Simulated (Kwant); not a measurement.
Model system: wire with an abrupt hard-wall neck in a GaN two-dimensional gas. Effective mass 0.22 mₑ, grid spacing 4.2 nm, hard walls, nominal width 100 nm (23 grid rows, so walls 100.8 nm apart), one parabolic valley, scattering region 300 nm long along x; energies count from the band bottom; Fermi energy swept from 8.5461e-05 to 0.002405 eV. Central neck 29 nm wide and 110 nm long.

The device is made up for the run: typed textbook-type constants, with dimensions and the other settings drawn at random.

Model: effective-mass tight-binding model on a square grid, one spin, coherent transport at 0 K (Kwant). Conductance is in e²/h.

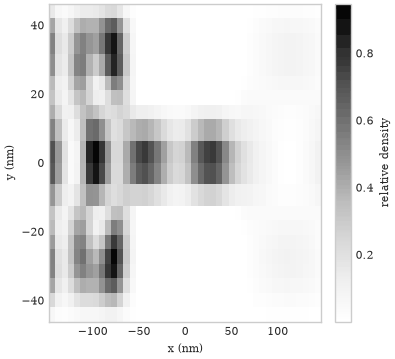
Figure. Density of the scattering states that come in from the left lead, at energy = 0.0018335 eV, in bins, relative to the largest site value

The conductance there is 0.85 e²/h with 3 open channel(s) in the leads.
